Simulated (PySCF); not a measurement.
# CH$_{6}$P$_{2}$Si (SMILES [H]/P=P\C[SiH3]): what the fields show

```xyz
10

Si   -1.2476    0.4417    0.2029
C     0.0143   -0.8011   -0.4721
P     1.3139   -1.2196    0.7777
P     2.6826    0.2817    0.7436
H    -1.7924   -0.0449    1.5054
H    -0.5787    1.7596    0.4120
H    -2.3709    0.6004   -0.7709
H    -0.5219   -1.7319   -0.7249
H     0.4514   -0.3944   -1.3985
H     2.1000    1.0874   -0.2958
```

Geometry: PBE0-D3(BJ)/def2-SVP.

All numbers below come from PBE0/def2-SVPD, SCF density, gas phase (PySCF 2.14.0).

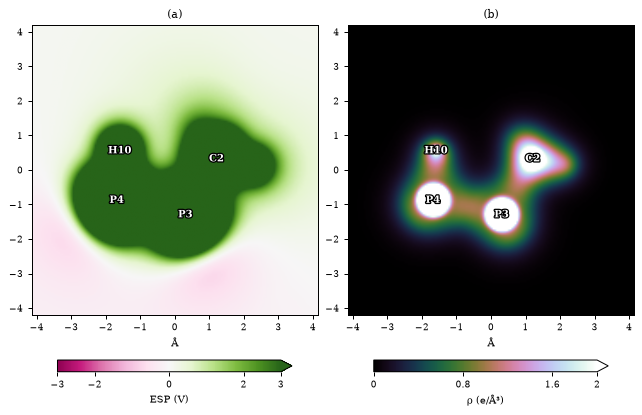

Figure 1. (a) electrostatic potential; (b) total electron density on the plane of atoms C2, P3 and P4.

**What do the fields say about this system?**

The section cuts through C, P and H sites. C–P (1.85 Å): the density is about 1.1 e/Å³ at the midpoint. P–P (2.03 Å): the density is about 1 e/Å³ at the midpoint. P–H (1.44 Å): ρ is about 1 e/Å³ halfway. Outside the dense part of the molecule the potential is most negative (−0.7 V) near P3.

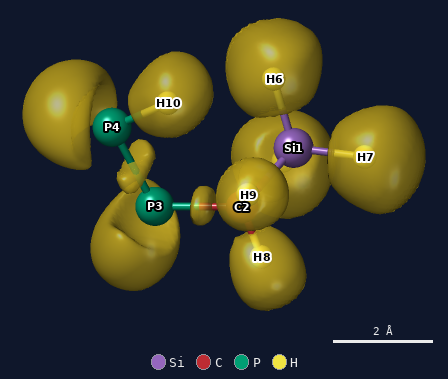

Figure 2. Isosurface of the ELF at 0.85 (yellow), seen at a tilt. Only the valence region is drawn (cores and ρ < 0.01 e/Å³ removed).

**Identify the bonds, lone pairs and shells in this picture.**

The surface consists of one region between bonded C–P atoms (shared pairs), one region between bonded C–Si atoms (shared pairs), one region between bonded P–P atoms (shared pairs), six regions around hydrogen nuclei and two lobes on P, pointing away from the bonds (lone pairs). Along the contacts the grid gives the following. C–P (1.85 Å): the ELF peaks at about 0.95 between the atoms; localised, covalent bonding. C–Si (1.90 Å): the ELF peaks at about 0.95 between the atoms: a shared electron pair.

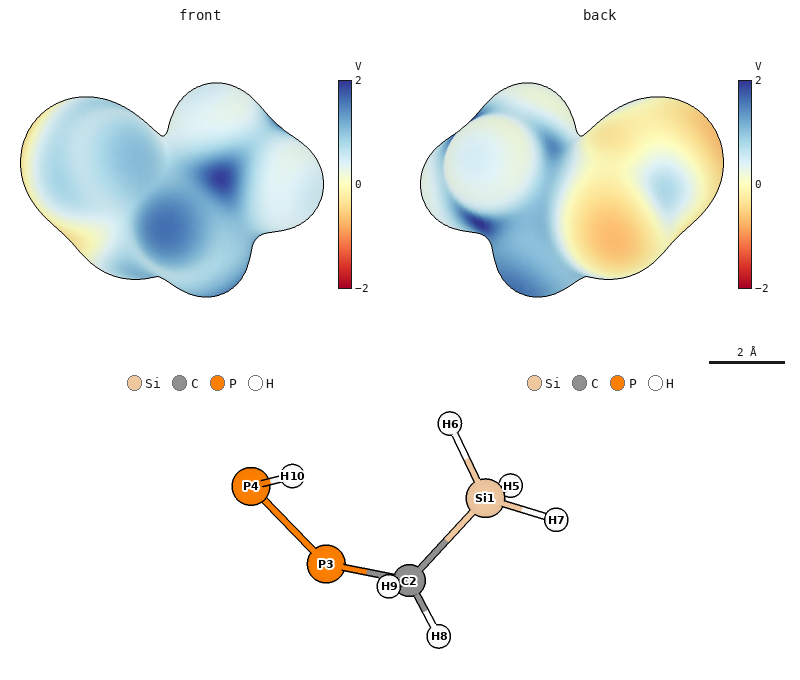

Figure 3. The electrostatic potential painted on the density surface at 0.004 e/bohr³, seen from the front and from behind; red is negative and blue positive. The bare structure is drawn below in the same view.

**Which sites attract a positive test charge, and which a negative one?**

A positive charge is drawn to the negative regions and a negative charge to the positive ones. The most negative region (about −0.6 V) lies over P3 and P4, the most positive (about +1.9 V) over Si1.
